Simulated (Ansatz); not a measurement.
**ClH$_{3}$Si···HBr: density, localisation and related maps**

```xyz
7

Si   -1.0364    0.3025   -0.1380
Br    2.4961   -1.6503    0.5533
H    -0.8788   -0.7911   -1.1210
H    -1.0348   -0.2185    1.2459
H    -2.2611    1.0877   -0.4087
H     2.1397   -0.3115    0.2099
Cl    0.5751    1.5813   -0.3412
```

The product side of a reaction path; geometry: PBE0-D4/def2-TZVP.

Level of theory: Ansatz, RKS PBE0-D4/def2-TZVPP.

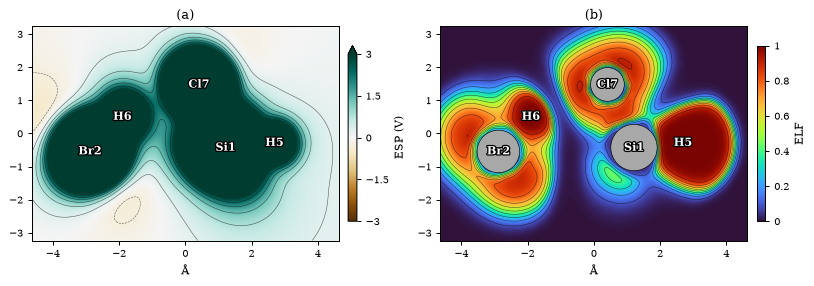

Figure 1. (a) electrostatic potential; (b) electron localisation function on the plane of atoms H5, Si1 and Cl7. Grey discs cover the atomic cores in the ELF map.

> What do the fields say about this system?

- The section cuts through Si, Br, H and Cl sites.
- Cl7···H6 (2.52 Å): the ELF dips to about 0.05 between them.
- Si–Cl (2.07 Å): the ELF peaks at about 0.85 between the atoms, as expected for a polar covalent bond.
- Br–H (1.43 Å): the ELF climbs to about 1 towards the hydrogen, as it does in any bond to H.
- Si–H (1.48 Å): the ELF climbs to about 1 towards the hydrogen.
- The ELF also peaks beside Br2 and Cl7, away from the bonds: lone-pair regions.
- Outside the dense part of the complex the potential is most negative (−0.5 V) near Br2.

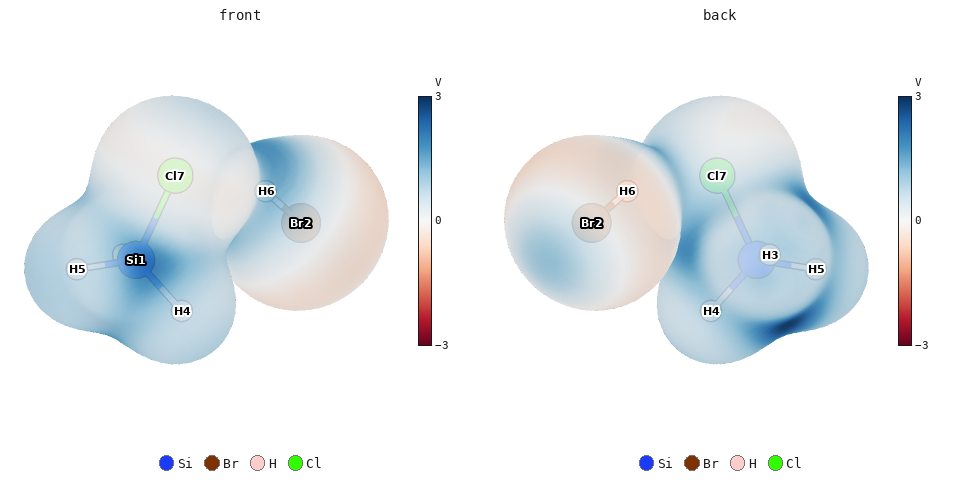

Figure 2. The electrostatic potential painted on the density surface at 0.004 e/bohr³, seen from the front and from behind; the colour scale runs from red (negative) to blue (positive).

> Where is the surface potential most negative and most positive?

The most negative region (about −0.4 V) lies over Br2, the most positive (about +2.8 V) over Si1. Br2 shows a σ-hole: about +1.2 V at the tip opposite its bond, against about −0.4 V on its flanks.

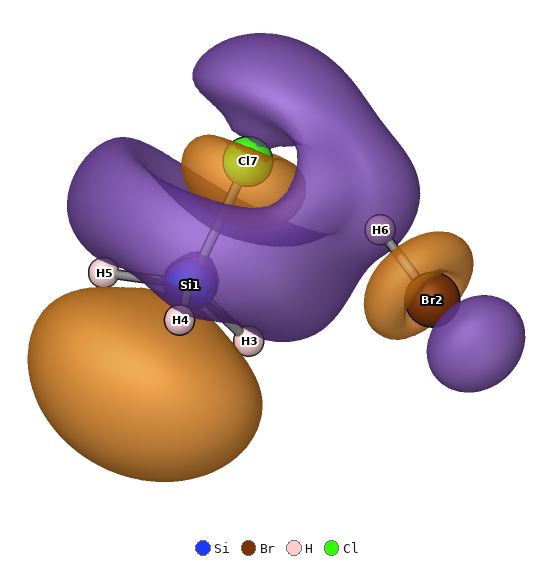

Figure 3. The LUMO at ±0.06 Å⁻³ᐟ² (orange and purple are the two phases), seen at a tilt.

> Where does this orbital lie, and at what energy?

It lies mainly on Si1 (about 50 %), Cl7 (about 20 %), Br2 (about 5 %) and H5 (about 5 %). Its energy is −0.39 eV.
